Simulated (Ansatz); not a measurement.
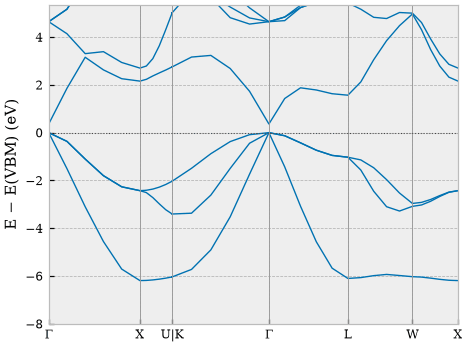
*Band structure from DFT-HSE06 in the program Ansatz with PAW potentials*

Read off the gap and where the band edges lie.

About 0.4 eV (0.36 eV among the points solved); maximum at Γ, minimum at Γ.

Which of these materials gives this?
A. InAs, zinc blende
B. YN, rock salt
C. GaP, zinc blende
D. InP, zinc blende

A, InAs, zinc blende

Space group F-43m (zinc blende). The cell was relaxed with HSE06 under the symmetry of its start. The hybrid was solved on a coarse mesh, the path and, where they were found, the r²SCAN edge points; its band edges are the extreme levels among these. Scalar-relativistic: spin–orbit coupling is off unless named, which matters more the heavier the elements.

Potentials: the later of the program's two PAW sets.
